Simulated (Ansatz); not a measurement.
```xyz
10

Al   -0.3607   -0.2985   -0.1368
N    -0.3455    1.3880   -0.6697
O     0.4381   -1.5615   -0.9492
O    -1.3606   -0.6872    1.1800
H     1.4397    0.5375    1.1361
H     1.5397   -0.1596    1.4255
H    -0.9128    2.1096   -0.2415
H     0.1620    1.7741   -1.4549
H     0.9265   -1.5220   -1.7701
H    -1.5262   -1.5803    1.4805
```

Theory: Ansatz 0.2.0, RKS r2SCANh/def2-SVP.

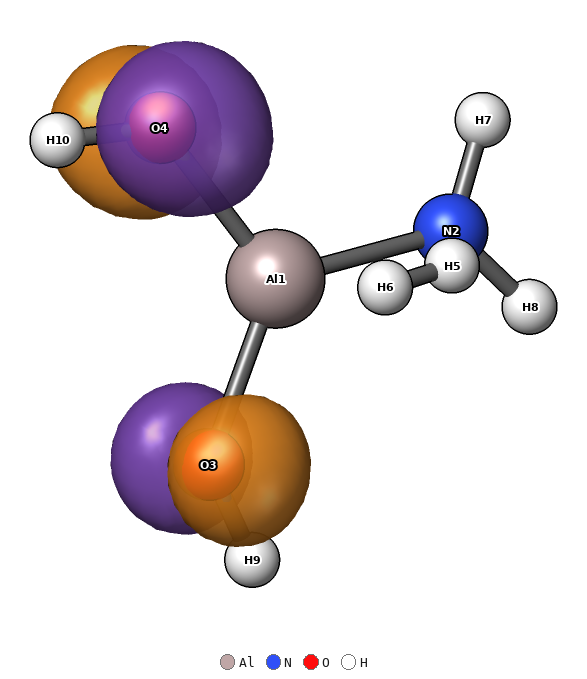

AlH4NO2···H2. The HOMO−1 at ±0.2 Å⁻³ᐟ² (orange and purple are the two phases), seen at a tilt.

Where does this orbital lie, and at what energy?

Its weight (Hirshfeld) is mainly on O4 (about 55 %) and O3 (about 30 %). Its energy is −7.57 eV.
